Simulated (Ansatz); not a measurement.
Consider O3W (triplet).

The calculation's input:

```
crystal:
  periodic: [false, false, false]
  atoms:
    - {symbol: W, position_ang: [0.267253, -0.106799, -0.028640]}
    - {symbol: O, position_ang: [0.608632, 1.229174, 0.975660]}
    - {symbol: O, position_ang: [-0.845008, -1.455651, 0.702640]}
    - {symbol: O, position_ang: [-0.030878, 0.333276, -1.649660]}
basis:
  gaussian: {orbitals: def2-TZVP, initial_orbitals: start.molden}
magnetization: {spin_polarized: true, initial_magnetization: 2}
hamiltonian: {xc: pbe0, dispersion: d4}
scf: {omitted_lower_state_checks: [starts]}
output: {orbitals: {seedname: orbitals}}
```

Launched as:

```sh
ansatz run in.yaml --threads 4 --pin off --events-out ev --progress --plain --max-ram 3916MiB
```

Geometry: PBE0-D4/def2-TZVP; core potentials replace the inner electrons of W.

Theory: UKS PBE0-D4/def2-TZVP in Ansatz 0.2.0.

What can the converged electron density, electron localisation function and spin density tell about the bonding?

Answer. W–O (1.71 Å): ρ is about 1.8 e/Å³ halfway; the ELF peaks at about 0.80 in the valence shell of O, 0.5 Å from its nucleus, and drops to about 0.40 between the two atoms.
W–O (1.90 Å): the density is about 1.1 e/Å³ at the midpoint; the ELF peaks at about 0.85 in the valence shell of O, 0.5 Å from its nucleus, and drops to about 0.25 between the two atoms.
The unpaired spin (2 electrons) lies mostly on W1 (about 1.0) and O3 (about 0.9), in electrons by Hirshfeld's partition.

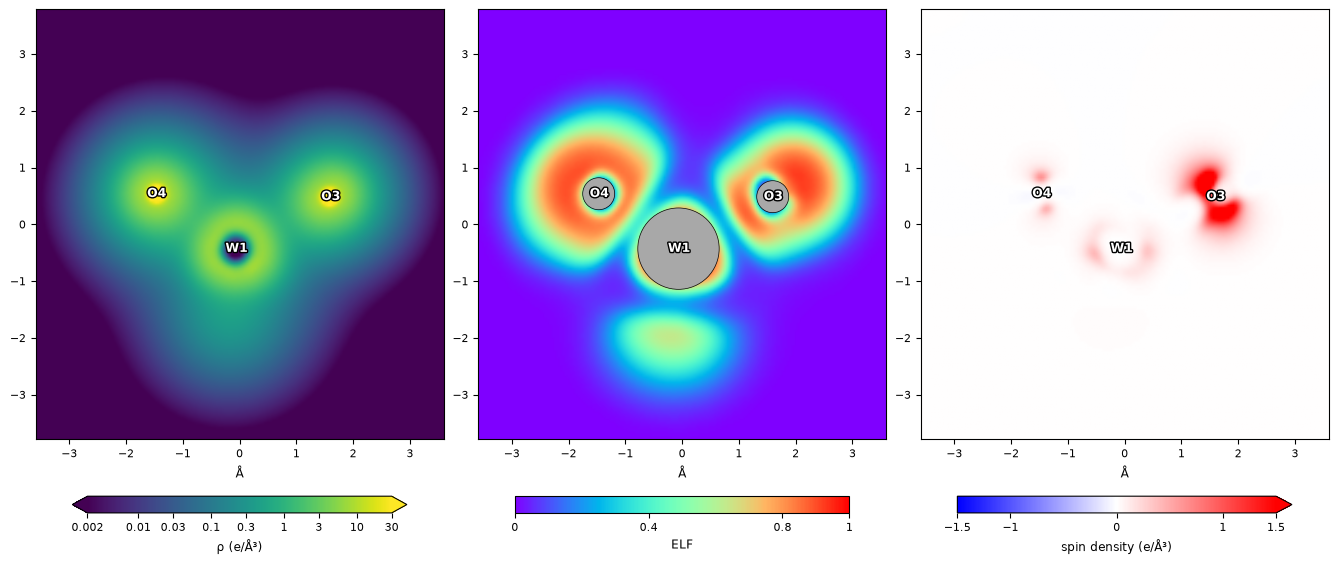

Computed electron density, electron localisation function and spin density on the plane of atoms O3, W1 and O4, in this order. Grey discs cover the atomic cores in the ELF map. 
